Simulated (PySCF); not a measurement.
# C2H8O2SSi: magnetic properties

Aim: compute the magnetic properties of C2H8O2SSi (`CCO[Si@@H](O)S`).

Computed with PySCF 2.14.0 and routines of our own; the level stands in each step. Atoms count from 0.

## 1. The starting structure

14 atoms, charge 0, multiplicity 1; geometry from: GFN2-xTB.

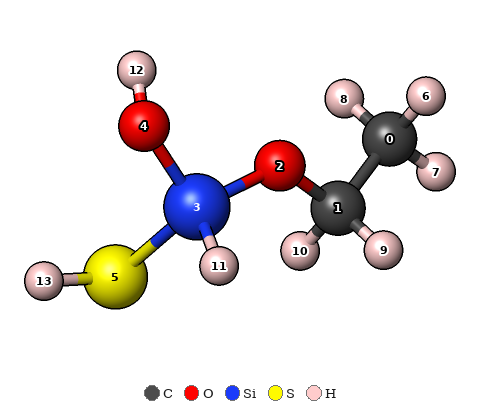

The starting geometry (carbon dark grey, oxygen red, silicon blue, sulfur yellow, hydrogen pink).

## 2. Magnetic properties: GIAO BHandHLYP/pcSseg-1

The job: settings as JSON, then the geometry in Å.

```
{"job": {"kind": "mag", "xc": "BHandHLYP", "basis": "pcSseg-1", "isotopologues": 2}, "charge": 0, "multiplicity": 1}
C     -2.266455    -0.309542    -0.180914
C     -1.079366     0.587010    -0.491290
O     -0.093901     0.421417     0.496258
Si     1.450860     0.872595     0.463138
O      2.181216     0.235843     1.751862
S      2.298589     0.146535    -1.385475
H     -2.666215    -0.071015     0.801178
H     -3.041748    -0.162510    -0.927338
H     -1.958799    -1.351810    -0.188203
H     -1.387143     1.638848    -0.505217
H     -0.658562     0.338831    -1.472369
H      1.691193     2.297316     0.571945
H      1.967880    -0.640826     2.063896
H      3.561774     0.276860    -1.019637
```

Level: GIAO BHandHLYP/pcSseg-1 magnetisability, rotational g tensor and spin-rotation constants, non-relativistic, gas phase.

The run is started by

```
$ OMP_NUM_THREADS=1 python excited_run.py task.json out
```

The driver reads the jobs from task.json and runs them one after another.

The program printed:

```text
coarse grid: 12552 points
cycle   1  E = -918.9132453722  dE =  7.683e-01  |g| = 8.594e-01  |ddm| = 3.238e+00
cycle   2  E = -918.8947856089  dE =  1.846e-02  |g| = 9.519e-01  |ddm| = 1.166e+00
cycle   3  E = -919.0492278565  dE = -1.544e-01  |g| = 6.605e-02  |ddm| = 6.508e-01
cycle   4  E = -919.0500265060  dE = -7.986e-04  |g| = 2.888e-02  |ddm| = 8.221e-02
cycle   5  E = -919.0502081436  dE = -1.816e-04  |g| = 6.472e-03  |ddm| = 3.139e-02
cycle   6  E = -919.0502148148  dE = -6.671e-06  |g| = 2.739e-03  |ddm| = 5.737e-03
final grid: 111480 points
cycle   7  E = -919.0901014776  dE = -1.163e-05  |g| = 4.291e-03  |ddm| = 9.286e-03
cycle   8  E = -919.0901009331  dE =  5.445e-07  |g| = 4.791e-03  |ddm| = 5.209e-03
cycle   9  E = -919.0901048627  dE = -3.930e-06  |g| = 3.589e-04  |ddm| = 2.762e-03
cycle  10  E = -919.0901048887  dE = -2.598e-08  |g| = 1.072e-04  |ddm| = 3.722e-04
cycle  11  E = -919.0901048916  dE = -2.973e-09  |g| = 2.359e-05  |ddm| = 1.179e-04
cycle  12  E = -919.0901048917  dE = -1.121e-10  |g| = 7.093e-06  |ddm| = 2.439e-05
converged SCF energy = -919.0901048917

Magnetisability tensor (1e-30 J/T^2)
    -1335.81        4.69      -21.09
        4.69    -1268.24       -9.64
      -21.09       -9.64    -1311.94
isotropic -1305.33   principal values   -1348.12  -1302.93  -1264.94
isotropic susceptibility -78.609 1e-6 cm^3/mol

Inertial axes            a          b          c
rot. const./GHz      3.2241     1.4155     1.0766
chi total           -80.351    -79.120    -76.355
chi diamagnetic    -466.474   -974.145  -1217.669
chi paramagnetic    386.123    895.025   1141.313
quadrupole/D A        5.663     -7.244      1.581
g nuclear            0.5641     0.5903     0.5695
g electronic        -0.5849    -0.5952    -0.5773
g total             -0.0208    -0.0049    -0.0077

Spin-rotation constants (kHz, H = +C I.J)
atom  isotope        aa         bb         cc
  6     1H       -0.279      0.007     -0.121
  7     1H       -0.144     -0.079     -0.115
  8     1H       -0.330     -0.165      0.025
  9     1H       -0.289     -0.151      0.046
 10     1H       -0.255      0.033     -0.110
 11     1H       -0.247     -0.132      0.044
 12     1H       -0.391     -0.156      0.005
 13     1H        0.008     -0.163     -0.146
  0    13C*       0.436      0.211      0.161
  1    13C*       0.651      0.269      0.236
  2    17O*      -0.287     -0.162     -0.091
  3   29Si*      -1.861     -0.840     -0.634
  4    17O*      -0.290     -0.130     -0.121
  5    33S*       0.447      0.258      0.191
* in the singly substituted isotopologue

Isotopologues: g along a, b, c
2H    at 6,7,8,9,10,11,    -0.0185    -0.0043    -0.0069
13C   at 0                 -0.0207    -0.0048    -0.0076
```

It took 17 s on 1 thread of Arm Neoverse V2, shared host; peak memory 0.78 GiB.

In short:

```csv
quantity,value
magnetisability,-1305·10⁻³⁰ J/T²
molar susceptibility,-78.6·10⁻⁶ cm³/mol
"rotational g (a, b, c)","-0.0208, -0.0049, -0.0077"
```

## 3. Magnetic properties: GIAO BP86/3-21G

Settings changed since step 2:

```diff
@@ -1,2 +1,2 @@
-{"job": {"kind": "mag", "xc": "BHandHLYP", "basis": "pcSseg-1", "isotopologues": 2}, "charge": 0, "multiplicity": 1}
+{"job": {"kind": "mag", "xc": "BP86", "basis": "3-21G", "scf": {"conv": 1e-06, "guess": "atom"}}, "charge": 0, "multiplicity": 1}
 C     -2.266455    -0.309542    -0.180914
```

Level: GIAO BP86/3-21G magnetisability, rotational g tensor and spin-rotation constants, non-relativistic, gas phase.

The program printed:

```text
final grid: 111480 points
cycle   1  E = -914.1396941202  dE =  1.346e+00  |g| = 1.345e+00  |ddm| = 3.665e+00
cycle   2  E = -913.3312463201  dE =  8.084e-01  |g| = 2.341e+00  |ddm| = 4.440e+00
cycle   3  E = -914.4653279373  dE = -1.134e+00  |g| = 3.824e-01  |ddm| = 3.640e+00
cycle   4  E = -914.4984896636  dE = -3.316e-02  |g| = 1.222e-01  |ddm| = 6.017e-01
cycle   5  E = -914.5021318622  dE = -3.642e-03  |g| = 3.242e-02  |ddm| = 1.752e-01
cycle   6  E = -914.5023015878  dE = -1.697e-04  |g| = 1.925e-02  |ddm| = 5.124e-02
cycle   7  E = -914.5023761519  dE = -7.456e-05  |g| = 2.415e-03  |ddm| = 2.261e-02
cycle   8  E = -914.5023775644  dE = -1.412e-06  |g| = 5.680e-04  |ddm| = 4.154e-03
cycle   9  E = -914.5023776573  dE = -9.292e-08  |g| = 1.368e-04  |ddm| = 7.760e-04
converged SCF energy = -914.5023776573

Magnetisability tensor (1e-30 J/T^2)
    -1370.46        1.87      -10.94
        1.87    -1285.63      -21.53
      -10.94      -21.53    -1358.01
isotropic -1338.03   principal values   -1377.91  -1356.72  -1279.46
isotropic susceptibility -80.578 1e-6 cm^3/mol

Inertial axes            a          b          c
rot. const./GHz      3.2241     1.4155     1.0766
chi total           -82.472    -82.024    -77.239
chi diamagnetic    -467.456   -973.928  -1218.812
chi paramagnetic    384.984    891.904   1141.574
quadrupole/D A        6.249     -8.693      2.444
g nuclear            0.5641     0.5903     0.5695
g electronic        -0.5831    -0.5931    -0.5774
g total             -0.0190    -0.0028    -0.0079

Spin-rotation constants (kHz, H = +C I.J)
atom  isotope        aa         bb         cc
  6     1H       -0.307     -0.001     -0.128
  7     1H       -0.168     -0.088     -0.123
  8     1H       -0.357     -0.175      0.020
  9     1H       -0.307     -0.157      0.041
 10     1H       -0.277      0.023     -0.113
 11     1H       -0.250     -0.133      0.032
 12     1H       -0.452     -0.175      0.003
 13     1H       -0.014     -0.192     -0.171
  0    13C*       0.336      0.164      0.124
  1    13C*       0.537      0.219      0.198
  2    17O*      -0.317     -0.104     -0.064
  3   29Si*      -1.598     -0.713     -0.559
  4    17O*      -0.172     -0.116     -0.115
  5    33S*       0.422      0.214      0.164
* in the singly substituted isotopologue
```

It took 7.1 s on 1 thread of Arm Neoverse V2, shared host; peak memory 0.4 GiB.

Key values:

| quantity | value |
| --- | --- |
| magnetisability | -1338·10⁻³⁰ J/T² |
| molar susceptibility | -80.6·10⁻⁶ cm³/mol |
| rotational g (a, b, c) | -0.0190, -0.0028, -0.0079 |

## 4. Magnetic properties: GIAO KT3/6-31G in chloroform

Settings changed since step 3:

```diff
@@ -1,2 +1,2 @@
-{"job": {"kind": "mag", "xc": "BP86", "basis": "3-21G", "scf": {"conv": 1e-06, "guess": "atom"}}, "charge": 0, "multiplicity": 1}
+{"job": {"kind": "mag", "xc": "KT3", "basis": "6-31G", "solvent": "chloroform"}, "charge": 0, "multiplicity": 1}
 C     -2.266455    -0.309542    -0.180914
```

With the program's defaults for keys left out, this is: GIAO KT3/6-31G magnetisability, non-relativistic, IEF-PCM chloroform.

The program printed:

```text
coarse grid: 12552 points
cycle   1  E = -927.3026285738  dE =  8.863e-01  |g| = 1.111e+00  |ddm| = 3.450e+00
cycle   2  E = -926.5555256970  dE =  7.471e-01  |g| = 2.157e+00  |ddm| = 3.913e+00
cycle   3  E = -927.5528367865  dE = -9.973e-01  |g| = 2.093e-01  |ddm| = 3.099e+00
cycle   4  E = -927.5643056896  dE = -1.147e-02  |g| = 8.760e-02  |ddm| = 4.303e-01
cycle   5  E = -927.5665837448  dE = -2.278e-03  |g| = 1.888e-02  |ddm| = 1.275e-01
cycle   6  E = -927.5666465003  dE = -6.276e-05  |g| = 9.179e-03  |ddm| = 2.680e-02
cycle   7  E = -927.5666647909  dE = -1.829e-05  |g| = 9.960e-04  |ddm| = 1.098e-02
cycle   8  E = -927.5666649931  dE = -2.022e-07  |g| = 3.866e-04  |ddm| = 1.469e-03
final grid: 111480 points
cycle   9  E = -927.4474732488  dE = -1.317e-05  |g| = 1.995e-02  |ddm| = 3.989e-02
cycle  10  E = -927.4472709504  dE =  2.023e-04  |g| = 3.783e-02  |ddm| = 5.583e-02
cycle  11  E = -927.4475491090  dE = -2.782e-04  |g| = 1.928e-03  |ddm| = 3.823e-02
cycle  12  E = -927.4475502301  dE = -1.121e-06  |g| = 3.289e-04  |ddm| = 2.949e-03
cycle  13  E = -927.4475502467  dE = -1.659e-08  |g| = 1.477e-04  |ddm| = 4.383e-04
cycle  14  E = -927.4475502521  dE = -5.454e-09  |g| = 1.200e-05  |ddm| = 2.075e-04
cycle  15  E = -927.4475502522  dE = -4.661e-11  |g| = 2.792e-06  |ddm| = 2.582e-05
converged SCF energy = -927.4475502522

Magnetisability tensor (1e-30 J/T^2)
    -1344.63        2.96      -22.29
        2.96    -1260.10      -10.95
      -22.29      -10.95    -1328.35
isotropic -1311.03   principal values   -1360.37  -1314.83  -1257.88
isotropic susceptibility -78.952 1e-6 cm^3/mol

Inertial axes            a          b          c
rot. const./GHz      3.2241     1.4155     1.0766
chi total           -80.889    -80.108    -75.858
chi diamagnetic    -466.782   -971.785  -1217.968
chi paramagnetic    385.893    891.677   1142.110
quadrupole/D A        7.178    -10.260      3.082
```

Wall time 7.6 s (1 thread of Arm Neoverse V2, shared host); peak memory 0.47 GiB.

In short:

```csv
quantity,value
magnetisability,-1311·10⁻³⁰ J/T²
molar susceptibility,-79.0·10⁻⁶ cm³/mol
```

## 5. The levels compared

```
                  level  ξ (10⁻³⁰ J/T²)     g(a)     g(b)  gap (eV)  functions   time
GIAO BHandHLYP/pcSseg-1           -1305  -0.0208  -0.0049     10.01        156   17 s
        GIAO BP86/3-21G           -1338  -0.0190  -0.0028      6.30         78  7.1 s
```

## 6. Outcome

| quantity | value |
| --- | --- |
| magnetisability (step 2, GIAO BHandHLYP/pcSseg-1) | -1305·10⁻³⁰ J/T² |
| molar susceptibility (step 2, GIAO BHandHLYP/pcSseg-1) | -78.6·10⁻⁶ cm³/mol |
| rotational g (a, b, c) (step 2, GIAO BHandHLYP/pcSseg-1) | -0.0208, -0.0049, -0.0077 |
| magnetisability over the levels | -1338 to -1305·10⁻³⁰ J/T² |

The magnetisability spreads by 2.5 % over 2 levels, from GIAO BP86/3-21G (7.1 s) to GIAO BHandHLYP/pcSseg-1 (17 s); the runs took 7.1 s to 17 s. Two levels can agree by chance, so this spread shows no convergence. Vibrational averaging and real surroundings are missing from these values.
